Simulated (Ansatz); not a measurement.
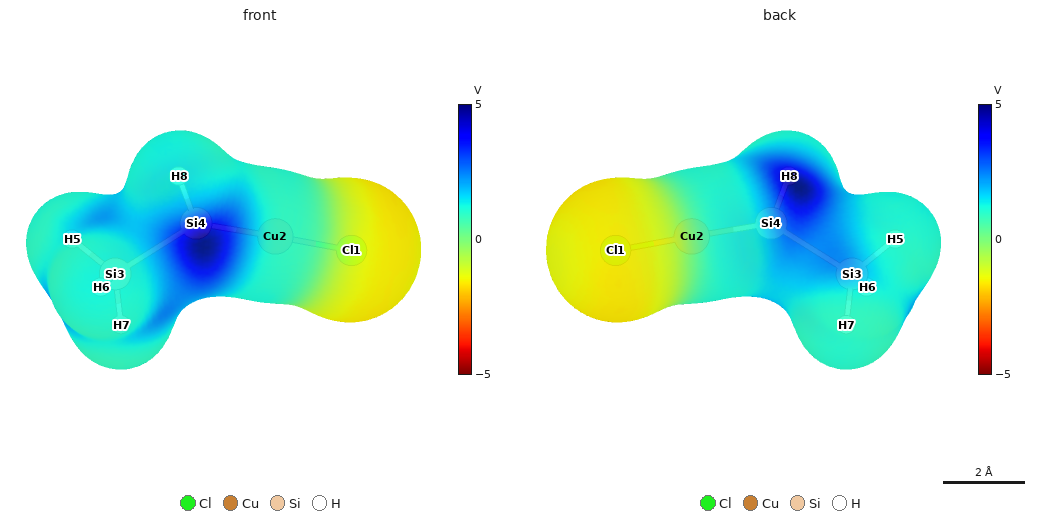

The picture shows: ClCuH₄Si₂. The electrostatic potential painted on the density surface at 0.004 e/bohr³, seen from the front and from behind; the colour scale runs from red (negative) to blue (positive).

Geometry: PBE0-D3(BJ)/def2-SVP.

Computed with isolated molecule in a Gaussian basis; Kohn-Sham density functional theory, functional PBE0 (Ansatz).

Input file:

```
basis:
  gaussian:
    orbitals: def2-TZVPD
crystal:
  periodic: [false, false, false]
  atoms:
    - symbol: Cl
      position_ang: [-1.442482, 4.218202, -3.636837]
    - symbol: Cu
      position_ang: [-1.164858, 2.456654, -2.520416]
    - symbol: Si
      position_ang: [0.617042, -1.206091, -1.674852]
    - symbol: Si
      position_ang: [-0.847368, 0.623494, -1.386682]
    - symbol: H
      position_ang: [-0.216658, -2.442804, -1.802427]
    - symbol: H
      position_ang: [1.464465, -1.311387, -0.445468]
    - symbol: H
      position_ang: [1.479962, -1.043474, -2.879542]
    - symbol: H
      position_ang: [-1.567658, 0.191739, -0.132595]
hamiltonian:
  xc: {name: PBE0}
output: {forces: true, orbitals: {seedname: orbitals}}
```

Command:

```sh
ansatz run input.yaml --threads 2 --pin off --max-ram 4350MiB --events-out events.jsonl --progress --plain --runs-dir runs
```

### Describe the electrostatic potential map.

The most negative region (about −1.6 V, or −37 kcal/mol for a unit charge) lies over Cl1, the most positive (about +4.8 V, or +111 kcal/mol for a unit charge) over Si4.

### What dipole moment does the calculation give?

Its dipole moment is 7.20 D.
